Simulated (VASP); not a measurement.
Band structure of Ni3Si (L1_2). All values below come from MS2 meta-GGA, VASP's PBE PAW potentials (set 64) (plane waves; VASP 6.6.1).

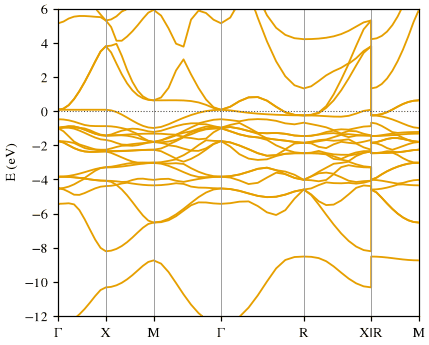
Bands along high-symmetry lines, zero at the valence-band maximum or, without a gap, the Fermi level

Task: Read the plot: is there a gap, and where are the band edges?

Result: It has no gap at this level: it comes out as a metal or semimetal.

The compound is Ni3Si in the L1_2 structure. It was relaxed first. The run is not spin-polarised, so no magnetic state was tried.
